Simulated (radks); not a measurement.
# Exchange and kinetic functionals tested on atomic densities: Re²⁺, P⁴⁺, B⁺, Hg, B²⁺, Eu³³⁺

Aim: take each self-consistent density and evaluate many functionals on it, against the exact exchange and kinetic energies of the same orbitals. Every spin shell is full or empty, so the densities are truly spherical.

Program: radks (a radial shooting solver on a logarithmic mesh, Libxc functionals) version 1. Level of theory: non-relativistic Kohn-Sham, r2SCAN, spin-polarised, spherical densities, point nucleus; open shells are filled with parallel spins first. These are calculated values, not measurements, unless marked.

**1. The atom as given**

- species: Re²⁺ ([Xe] 4f14 5d5), P⁴⁺ ([Ne] 3s1), B⁺ ([He] 2s2), Hg ([Hg]), B²⁺ ([He] 2s1), Eu³³⁺ ([Ar] 3d10 4s2)

In the logs a row gives level, spin channel, occupation and eigenvalue; Etot, Ekin, Encl (electron-nucleus), Eh (Hartree) and Exc are energies, all in hartree; err is the last residual, it the number of iterations.

**2. Re²⁺, [Xe] 4f14 5d5**

Settings of this run:

```text
Z 75
configuration [Xe] 4f14 5d5
relativity non-relativistic
functional r2scan,r2scan
spin polarised
nucleus point
```

What it wrote:

```text
1s      1   1.0000       -2412.92317722
2s      1   1.0000        -399.27568655
2p      1   3.0000        -382.78213993
3s      1   1.0000         -92.38993576
3p      1   3.0000         -84.72854365
3d      1   5.0000         -70.47640280
4s      1   1.0000         -19.40556253
4p      1   3.0000         -16.15408126
4d      1   5.0000         -10.23541511
4f      1   7.0000          -2.50296628
5s      1   1.0000          -3.24870868
5p      1   3.0000          -2.29572449
5d      1   5.0000          -0.86996723
1s      2   1.0000       -2412.92394229
2s      2   1.0000        -399.25857167
2p      2   3.0000        -382.77010457
3s      2   1.0000         -92.38847630
3p      2   3.0000         -84.72605240
3d      2   5.0000         -70.46751054
4s      2   1.0000         -19.39711215
4p      2   3.0000         -16.14455428
4d      2   5.0000         -10.22258195
4f      2   7.0000          -2.48097510
5s      2   1.0000          -3.12665087
5p      2   3.0000          -2.15453963
5d      2   0.0000          -0.68655561
Etot -15787.977255353446
Ekin 15783.972463270513
Encl -37555.5829245051
Eh 6297.578220042101
Exc -313.94501416095864
err 5.928510308112938e-07
it 12
```

The top filled level is 5d up, -23.673 eV. Exact exchange of these orbitals: -309.776 hartree.

From the orbitals of this run (lengths in bohr):

```tsv
level	occupation	energy (eV)	<r>	outermost maximum (interpolated)	90 % within	nodes
5s up	1	-88.402	1.146	1.03	1.65	4
5s down	1	-85.081	1.133	1.02	1.63	4
4f up	7	-68.109	0.5655	0.412	0.924	0
4f down	7	-67.511	0.5611	0.412	0.914	0
5p up	3	-62.470	1.261	1.11	1.84	3
5p down	3	-58.628	1.242	1.10	1.81	3
5d up	5	-23.673	1.721	1.39	2.63	2
5d down	0	-18.682	1.720	1.36	2.67	2
```

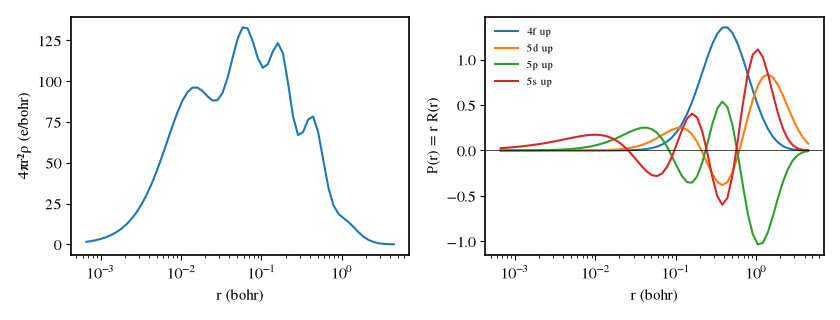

Left: shells in the radial density. Right: radial functions of the outer levels.

**3. P⁴⁺, [Ne] 3s1**

Settings of this run:

```text
Z 15
configuration [Ne] 3s1
relativity non-relativistic
functional r2scan,r2scan
spin polarised
nucleus point
```

What it wrote:

```text
1s      1   1.0000         -78.95667237
2s      1   1.0000          -8.58239055
2p      1   3.0000          -6.73165746
3s      1   1.0000          -2.19352467
1s      2   1.0000         -78.94749995
2s      2   1.0000          -8.57339992
2p      2   3.0000          -6.71881778
3s      2   0.0000          -1.96416059
Etot -337.1493996218604
Ekin 336.7831464471408
Encl -779.688840127156
Eh 127.491409093651
Exc -21.735115035496165
err 1.2179695357729431e-06
it 11
```

3s up is the highest filled level (-59.689 eV). Exact exchange of these orbitals: -21.3189 hartree.

**4. B⁺, [He] 2s2**

Settings of this run:

```text
Z 5
configuration [He] 2s2
relativity non-relativistic
functional r2scan,r2scan
spin polarised
nucleus point
```

What it wrote:

```text
1s      1   1.0000          -7.22981661
2s      1   1.0000          -0.72492118
1s      2   1.0000          -7.22981661
2s      2   1.0000          -0.72492118
Etot -24.316213154511757
Ekin 24.240571191336024
Encl -54.59880020837053
Eh 9.610688784931728
Exc -3.568672922408984
err 4.619585421426039e-07
it 11
```

2s is the highest filled level (-19.726 eV). Exact exchange of these orbitals: -3.48886 hartree.

**5. Hg, [Hg]**

Settings of this run:

```text
Z 80
configuration [Hg]
relativity non-relativistic
functional r2scan,r2scan
spin polarised
nucleus point
```

What it wrote:

```text
1s      1   1.0000       -2760.05940238
2s      1   1.0000        -463.04053195
2p      1   3.0000        -445.19819395
3s      1   1.0000        -109.34649043
3p      1   3.0000        -100.92293772
3d      1   5.0000         -85.23488928
4s      1   1.0000         -23.66010007
4p      1   3.0000         -19.97389226
4d      1   5.0000         -13.20546506
4f      1   7.0000          -4.14073798
5s      1   1.0000          -3.51226594
5p      1   3.0000          -2.32309939
5d      1   5.0000          -0.46321088
6s      1   1.0000          -0.20078949
1s      2   1.0000       -2760.05940238
2s      2   1.0000        -463.04053195
2p      2   3.0000        -445.19819395
3s      2   1.0000        -109.34649043
3p      2   3.0000        -100.92293772
3d      2   5.0000         -85.23488928
4s      2   1.0000         -23.66010007
4p      2   3.0000         -19.97389226
4d      2   5.0000         -13.20546506
4f      2   7.0000          -4.14073798
5s      2   1.0000          -3.51226594
5p      2   3.0000          -2.32309939
5d      2   5.0000          -0.46321088
6s      2   1.0000          -0.20078949
Etot -18413.35559132222
Ekin 18408.940942886475
Encl -43848.99039227731
Eh 7376.231283570513
Exc -349.53742550189725
err 4.351601248947081e-06
it 12
```

Highest occupied level: 6s at -5.464 eV. Exact exchange of these orbitals: -345.132 hartree.

**6. B²⁺, [He] 2s1**

Settings of this run:

```text
Z 5
configuration [He] 2s1
relativity non-relativistic
functional r2scan,r2scan
spin polarised
nucleus point
```

What it wrote:

```text
1s      1   1.0000          -7.87502795
2s      1   1.0000          -1.20936814
1s      2   1.0000          -7.85117196
2s      2   0.0000          -0.69944670
Etot -23.42467004321754
Ekin 23.376904056305833
Encl -51.12054721872419
Eh 7.594744719155549
Exc -3.2757715999547306
err 3.4330464777418995e-07
it 12
```

Highest occupied level: 2s up at -32.909 eV. Exact exchange of these orbitals: -3.22623 hartree.

**7. Eu³³⁺, [Ar] 3d10 4s2**

Settings of this run:

```text
Z 63
configuration [Ar] 3d10 4s2
relativity non-relativistic
functional r2scan,r2scan
spin polarised
nucleus point
```

What it wrote:

```text
1s      1   1.0000       -1723.82362690
2s      1   1.0000        -313.10595242
2p      1   3.0000        -299.98250315
3s      1   1.0000        -102.65275027
3p      1   3.0000         -96.87854309
3d      1   5.0000         -86.33459830
4s      1   1.0000         -48.96874988
1s      2   1.0000       -1723.82362690
2s      2   1.0000        -313.10595242
2p      2   3.0000        -299.98250315
3s      2   1.0000        -102.65275027
3p      2   3.0000         -96.87854309
3d      2   5.0000         -86.33459830
4s      2   1.0000         -48.96874988
Etot -9825.41212970771
Ekin 9823.791343643239
Encl -21739.490590929887
Eh 2277.5174009689754
Exc -187.23028339004009
err 2.1819755501312254e-06
it 9
```

4s is the highest filled level (-1332.5 eV). Exact exchange of these orbitals: -185.877 hartree.

**8. Summary of results**

```tsv
error in magnitude (%)	Re²⁺	P⁴⁺	B⁺	Hg	B²⁺	Eu³³⁺
exchange, LDA	-3.85	-8.40	-13.02	-3.79	-13.39	-5.24
exchange, B88	+0.15	-0.05	-0.23	+0.08	-0.33	-0.04
exchange, PBE	-0.27	-0.64	-1.04	-0.33	-1.31	-0.51
exchange, PBEsol	-1.77	-3.69	-5.38	-1.78	-5.63	-2.44
exchange, OPTX	+1.90	-0.01	-0.02	+1.91	-0.14	+1.17
exchange, WC	-0.57	-1.75	-3.11	-0.61	-3.35	-1.02
exchange, SOGGA	-1.78	-3.74	-5.52	-1.79	-5.81	-2.46
exchange, r2SCAN	-0.10	+0.03	-0.32	-0.16	-0.10	-0.20
exchange, Tao-Mo	-0.76	-0.13	+0.62	-0.82	+0.49	-0.90
kinetic, Thomas-Fermi	-4.74	-7.37	-10.23	-4.61	-9.86	-5.12
kinetic, von Weizsacker	-63.78	-37.07	-8.02	-64.58	-4.87	-58.65
kinetic, TF + vW	+31.48	+55.56	+81.76	+30.80	+85.27	+36.23
kinetic, TF + vW/5	+2.50	+5.22	+8.17	+2.47	+9.17	+3.15
kinetic, LC94	-0.01	+0.28	-0.03	+0.02	+0.50	+0.20
kinetic, revAPBEK	+0.17	+0.78	+0.79	+0.19	+1.29	+0.43
kinetic, Thakkar	-0.78	+0.09	+0.19	-0.78	+0.72	-0.45
kinetic, DePristo-Kress	-0.22	+0.20	-1.46	-0.19	+0.01	+0.02
kinetic, Ernzerhof	-0.50	+0.38	+2.06	-0.47	+3.53	-0.23
```

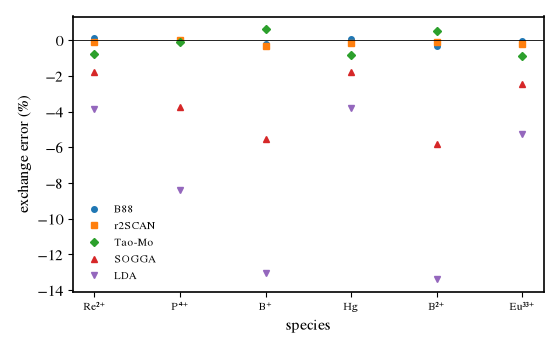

Error of five exchange functionals by species.

**Reading.** Negative means that the magnitude is too small. For exchange the mean absolute error is least for B88 (0.15 %) and largest for LDA (7.95 %). Among the orbital-free kinetic functionals LC94 (0.17 %) does best and TF + vW (53.52 %) worst. The functionals are evaluated on one density each, not self-consistently.
